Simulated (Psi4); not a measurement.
# CH5BF− (SMILES [BH3-]CF) at 4 levels

Wanted: a comparison of 4 runs (HF/def2-SVP, CAM-B3LYP/STO-3G, B3LYP/6-31G*) of CH5BF−. 

The calculation is run with Psi4 1.11.

14 further runs of the same task are left out: 2 that didn't finish, 12 set aside as unsound or not needed.

## (1) Starting point

CH5BF− has 8 atoms, charge -1, and is taken as a singlet. As SMILES, `[BH3-]CF`. The coordinates come from a GFN2-xTB relaxation.

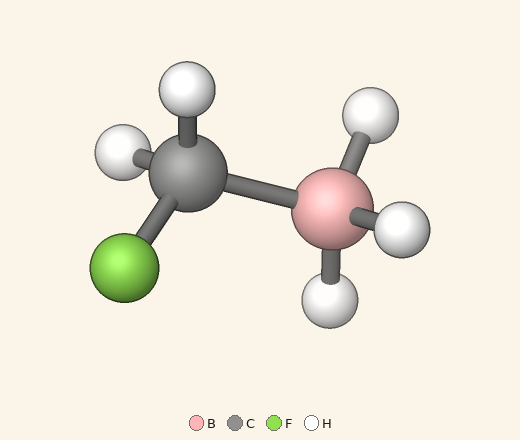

Viewed from a chosen angle; boron pink, carbon grey, fluorine green, hydrogen white.

## (2) Energy and forces at HF/def2-SVP (run 1)

File job.py:

```python
import psi4

psi4.set_memory(1600000000)
psi4.set_num_threads(1)
psi4.core.set_output_file('psi4.out', False)

geom = psi4.geometry("""
-1 1
B
C 1 1.646977
F 2 1.415715 1 115.92302
H 1 1.217068 2 110.67647 3 61.55857
H 1 1.217169 4 110.42337 2 122.86533
H 1 1.226182 4 109.55423 5 120.81131
H 2 1.100473 3 103.93113 1 -123.88941
H 2 1.100691 7 107.25196 3 109.66241
units angstrom
symmetry c1
no_reorient
no_com
""")

options = {'basis': 'def2-SVP', 'puream': True, 'e_convergence': 1e-09, 'd_convergence': 1e-08, 'scf_type': 'pk'}
psi4.set_options(options)

E, wfn = psi4.gradient("scf", molecule=geom, return_wfn=True)
psi4.oeprop(wfn, "LOWDIN_CHARGES", "MULLIKEN_CHARGES", "WIBERG_LOWDIN_INDICES")
print('gradient / Eh bohr^-1')
print(E.np.round(6))
print(f'energy = {wfn.energy():.10f} Eh')
```

On the command line:

```bash
$ python job.py
```

psi4.out:

```text
[...]
  Running in c1 symmetry.
[...]
  Nuclear repulsion =   69.147870721582024
[...]
  Multiplicity = 1
[...]
  Nalpha       = 13
  Nbeta        = 13
[...]
    Number of basis functions: 67
[...]
   @RHF iter   1:  -164.64811566423572   -8.31599e-01   5.60936e-03 DIIS/ADIIS
[...]
   @RHF iter  11:  -164.74664779295799   -1.79057e-12   4.04777e-09 DIIS
[...]
  @RHF Final Energy:  -164.74664779295799
   => Energetics <=
    Nuclear Repulsion Energy =             69.1478707215820236
    One-Electron Energy =                -369.4549825724521952
    Two-Electron Energy =                 135.5604640579121849
    Total Energy =                       -164.7466477929579867
[...]
 Multipole Moments:
 ------------------------------------------------------------------------------------
     Multipole            Electronic (a.u.)      Nuclear  (a.u.)        Total (a.u.)
 ------------------------------------------------------------------------------------
 L = 1.  Multiply by 2.5417464519 to convert [e a0] to [Debye]
 Dipole X            :         -0.0007396            0.0009902            0.0002506
 Dipole Y            :         -3.7755722            3.5892170           -0.1863553
 Dipole Z            :          5.1880355           -3.2805695            1.9074660
 Magnitude           :                                                    1.9165476
[...]
  -Total Gradient:
     Atom            X                  Y                   Z
    ------   -----------------  -----------------  -----------------
       1        0.000056007857     0.000142126919    -0.016540450040
       2        0.000020982613     0.003456958259    -0.004071116291
       3        0.000012287823    -0.000887679812     0.004719452469
       4        0.010170786918     0.005929468089     0.004758474175
       5       -0.010102086834     0.005906541230     0.004737244067
       6       -0.000059980067    -0.010851478741     0.003798514885
       7        0.002128715770    -0.001861010422     0.001221589620
       8       -0.002226714080    -0.001834925521     0.001376291115
[...]
  Mulliken Charges: (a.u.)
   Center  Symbol    Alpha    Beta     Spin     Total
       1     B     2.47496  2.47496  0.00000  0.05007
       2     C     2.85784  2.85784  0.00000  0.28431
       3     F     4.73953  4.73953  0.00000 -0.47906
       4     H     0.61772  0.61772  0.00000 -0.23543
       5     H     0.61766  0.61766  0.00000 -0.23532
       6     H     0.62658  0.62658  0.00000 -0.25315
       7     H     0.53285  0.53285  0.00000 -0.06569
       8     H     0.53287  0.53287  0.00000 -0.06573
   Total alpha = 13.00000, Total beta = 13.00000, Total charge = -1.00000
[...]
```

The script printed:

```text
gradient / Eh bohr^-1
[[ 5.6000e-05  1.4200e-04 -1.6540e-02]
 [ 2.1000e-05  3.4570e-03 -4.0710e-03]
 [ 1.2000e-05 -8.8800e-04  4.7190e-03]
 [ 1.0171e-02  5.9290e-03  4.7580e-03]
 [-1.0102e-02  5.9070e-03  4.7370e-03]
 [-6.0000e-05 -1.0851e-02  3.7990e-03]
 [ 2.1290e-03 -1.8610e-03  1.2220e-03]
 [-2.2270e-03 -1.8350e-03  1.3760e-03]]
energy = -164.7466477930 Eh
```

Wall time 2.5 s (1 thread of Intel Xeon 6975P-C (Granite Rapids), shared host); peak memory 0.21 GiB.

## (3) Energy and forces at CAM-B3LYP/STO-3G (run 2)

File job.py:

```python
import psi4

psi4.set_memory('1600 MB')
psi4.set_num_threads(1)
psi4.set_output_file('output.dat', False)

m = psi4.geometry("""
-1 1
B
C 1 1.646977
F 2 1.415715 1 115.92302
H 1 1.217068 2 110.67647 3 61.55857
H 1 1.217169 4 110.42337 2 122.86533
H 1 1.226182 4 109.55423 5 120.81131
H 2 1.100473 3 103.93113 1 -123.88941
H 2 1.100691 7 107.25196 3 109.66241
symmetry c1
no_reorient
no_com
""")

psi4.set_options(dict(puream=True, e_convergence=1e-09, d_convergence=1e-08, scf_type='pk', dft_radial_points=99, dft_spherical_points=590))

e, wfn = psi4.gradient('cam-b3lyp/STO-3G', molecule=m, return_wfn=True)
psi4.oeprop(wfn, 'WIBERG_LOWDIN_INDICES', 'MULLIKEN_CHARGES', 'MAYER_INDICES')
print('gradient / Eh bohr^-1')
print(e.np.round(6))
print(f'energy = {wfn.energy():.10f} Eh')
```

On the command line:

```bash
$ python job.py
```

output.dat:

```text
[...]
  Running in c1 symmetry.
[...]
  Nuclear repulsion =   69.147870721582024
[...]
  Multiplicity = 1
[...]
  Nalpha       = 13
  Nbeta        = 13
[...]
    Number of basis functions: 20
[...]
   @RKS iter   1:  -163.36204362904334   -1.90863e+00   8.55695e-03 ADIIS/DIIS
[...]
   @RKS iter   9:  -163.38548966439524   -2.84217e-13   1.53640e-09 DIIS
[...]
    Orbital Energies [Eh]
    ---------------------
    Doubly Occupied:
       1A    -24.132605     2A     -9.826210     3A     -6.219770
       4A     -0.893371     5A     -0.442977     6A     -0.233794
       7A     -0.218422     8A     -0.162628     9A     -0.082446
      10A     -0.020859    11A     -0.018410    12A      0.008320
      13A      0.040017
[...]
  @RKS Final Energy:  -163.38548966439524
   => Energetics <=
    Nuclear Repulsion Energy =             69.1478707215820236
    One-Electron Energy =                -369.6464547142232959
    Two-Electron Energy =                 153.2986650789160024
    DFT Exchange-Correlation Energy =     -16.1855707506699709
    Empirical Dispersion Energy =           0.0000000000000000
    VV10 Nonlocal Energy =                  0.0000000000000000
    Total Energy =                       -163.3854896643952372
[...]
 Multipole Moments:
 ------------------------------------------------------------------------------------
     Multipole            Electronic (a.u.)      Nuclear  (a.u.)        Total (a.u.)
 ------------------------------------------------------------------------------------
 L = 1.  Multiply by 2.5417464519 to convert [e a0] to [Debye]
 Dipole X            :         -0.0006160            0.0009902            0.0003742
 Dipole Y            :         -4.1334062            3.5892170           -0.5441893
 Dipole Z            :          5.3112285           -3.2805695            2.0306590
 Magnitude           :                                                    2.1023125
[...]
  -Total Gradient:
     Atom            X                  Y                   Z
    ------   -----------------  -----------------  -----------------
       1        0.000072514385    -0.009400667491     0.018228069245
       2        0.000062779283     0.013106438345     0.010318556167
       3        0.000004738782     0.019964401867    -0.003721982900
       4       -0.015321863009    -0.007620634376    -0.007394606876
       5        0.015297981826    -0.007819008819    -0.007387126612
       6        0.000013483061     0.021219647027    -0.003467208868
       7       -0.007789826313    -0.014750452915    -0.003358831778
       8        0.007660160429    -0.014719789294    -0.003199256931
[...]
```

Standard output:

```text
gradient / Eh bohr^-1
[[ 7.3000e-05 -9.4010e-03  1.8228e-02]
 [ 6.3000e-05  1.3106e-02  1.0319e-02]
 [ 5.0000e-06  1.9964e-02 -3.7220e-03]
 [-1.5322e-02 -7.6210e-03 -7.3950e-03]
 [ 1.5298e-02 -7.8190e-03 -7.3870e-03]
 [ 1.3000e-05  2.1220e-02 -3.4670e-03]
 [-7.7900e-03 -1.4750e-02 -3.3590e-03]
 [ 7.6600e-03 -1.4720e-02 -3.1990e-03]]
energy = -163.3854896644 Eh
```

Run time: 6.6 s. Hardware: 1 thread of Intel Xeon 6975P-C (Granite Rapids), shared host; peak memory 0.47 GiB.

Run 3 isn't shown in full; the table further down has it.

## (4) Energy and forces at B3LYP/6-31G(d) (Cartesian functions) (run 4)

File ch5bf.xyz:

```xyz
8
CH5BF
B     -0.551780     0.539550    -0.373100
C      0.485140    -0.493460     0.382030
F      1.540350    -1.002140    -0.412970
H     -1.114370    -0.016270    -1.298200
H      0.038640     1.528210    -0.767380
H     -1.377000     0.863650     0.473950
H      0.998440    -0.024140     1.234850
H     -0.019400    -1.395390     0.760820
```

File run_ase.py:

```python
import numpy as np
from ase.calculators.psi4 import Psi4
from ase.io import read

atoms = read('ch5bf.xyz')
calc = Psi4(atoms=atoms, method='b3lyp', basis='6-31G*', memory='1600MB', num_threads=1, charge=-1, multiplicity=1, label='calc', reference='rks')
calc.psi4.set_options({'puream': False, 'e_convergence': 1e-09, 'd_convergence': 1e-08, 'scf_type': 'pk', 'dft_radial_points': 99, 'dft_spherical_points': 590})
atoms.calc = calc

forces = atoms.get_forces()
print(f'energy: {atoms.get_potential_energy():.6f} eV')
print('forces / eV A^-1')
print(np.round(forces, 5))
```

On the command line:

```bash
$ python run_ase.py
```

calc.dat:

```text
[...]
  Running in c1 symmetry.
[...]
  Nuclear repulsion =   69.147873280616494
[...]
  Multiplicity = 1
[...]
  Nalpha       = 13
  Nbeta        = 13
[...]
    Number of basis functions: 55
[...]
   @RKS iter   1:  -165.55899032805814   -4.66651e-01   1.14242e-02 DIIS/ADIIS
[...]
   @RKS iter  10:  -165.80407702146078   -6.22435e-12   5.25622e-09 DIIS
[...]
    Orbital Energies [Eh]
    ---------------------
    Doubly Occupied:
       1A    -24.441431     2A    -10.005808     3A     -6.437274
       4A     -0.943519     5A     -0.453616     6A     -0.261317
       7A     -0.245639     8A     -0.245469     9A     -0.169893
      10A     -0.116318    11A     -0.057432    12A     -0.048157
      13A     -0.042718
[...]
  @RKS Final Energy:  -165.80407702146078
   => Energetics <=
    Nuclear Repulsion Energy =             69.1478732806164942
    One-Electron Energy =                -370.1301305727112663
    Two-Electron Energy =                 153.0473542883853781
    DFT Exchange-Correlation Energy =     -17.8691740177513623
    Empirical Dispersion Energy =           0.0000000000000000
    VV10 Nonlocal Energy =                  0.0000000000000000
    Total Energy =                       -165.8040770214607846
[...]
 Multipole Moments:
 ------------------------------------------------------------------------------------
     Multipole            Electronic (a.u.)      Nuclear  (a.u.)        Total (a.u.)
 ------------------------------------------------------------------------------------
 L = 1.  Multiply by 2.5417464519 to convert [e a0] to [Debye]
 Dipole X            :          5.3163537           -3.9409845            1.3753692
 Dipole Y            :         -3.6249404            2.3980603           -1.2268801
 Dipole Z            :         -0.9473346            1.5370627            0.5897282
 Magnitude           :                                                    1.9351110
[...]
  -Total Gradient:
     Atom            X                  Y                   Z
    ------   -----------------  -----------------  -----------------
       1       -0.008082061290     0.008507775256    -0.006983893775
       2        0.009933155054    -0.007973406429     0.001790230778
       3       -0.010762007042     0.003951539677     0.011720241813
       4        0.003622856224     0.003461575758     0.005951777349
       5       -0.003647785565    -0.006318030018     0.002509288622
       6        0.004601496103    -0.002176962226    -0.003746754624
       7        0.001019837306    -0.001195203193    -0.006186723311
       8        0.003330139659     0.001733475752    -0.005061105758
[...]
```

Standard output:

```text
energy: -4511.758744 eV
forces / eV A^-1
[[ 0.4156  -0.43749  0.35913]
 [-0.51078  0.41001 -0.09206]
 [ 0.5534  -0.2032  -0.60268]
 [-0.18629 -0.178   -0.30605]
 [ 0.18758  0.32489 -0.12903]
 [-0.23662  0.11194  0.19267]
 [-0.05244  0.06146  0.31813]
 [-0.17124 -0.08914  0.26025]]
```

Run time: 9 s. Hardware: 1 thread of Intel Xeon 6975P-C (Granite Rapids), shared host; peak memory 0.91 GiB.

## (5) All runs side by side

```csv
run,level,integration grid,Cartesian functions,energy (Eh),HOMO energy (eV),LUMO energy (eV),HOMO–LUMO gap (eV),wall time
1,HF/def2-SVP,–,no,-164.746648,-5.31,10.24,15.55,2.5 s
2,CAM-B3LYP/STO-3G,99 radial × 590 angular,no,-163.385490,1.09,17.24,16.15,6.6 s
3,B3LYP/6-31G* (spherical functions),99 radial × 590 angular,no,-165.801603,-1.16,8.50,9.66,9 s
4,B3LYP/6-31G* (Cartesian functions),99 radial × 590 angular,yes,-165.804077,-1.16,8.49,9.66,9 s
```

## (6) Results

| quantity | value |
| --- | --- |
| run 4: total energy | -165.80408 Eh |
| run 4: HOMO energy | -1.16 eV |
| run 4: LUMO energy | 8.49 eV |
| run 4: HOMO–LUMO gap (to an unbound level, set by the basis) | 9.66 eV |
| run 4: largest force on an atom | 0.843 eV/Å |

What this shows: The HOMO–LUMO gap runs from 9.66 eV (B3LYP/6-31G*) to 16.15 eV (CAM-B3LYP/STO-3G). The two ends differ in method and basis. The empty levels of an anion lie above zero and hang on the basis. Totals of different functionals can't be ranked against each other. In run 2 the HOMO lies above zero, so the outermost electron may be held by the basis alone. In run 2 the basis is minimal, so the values are rough. All runs together took 27 s, the longest 9 s.
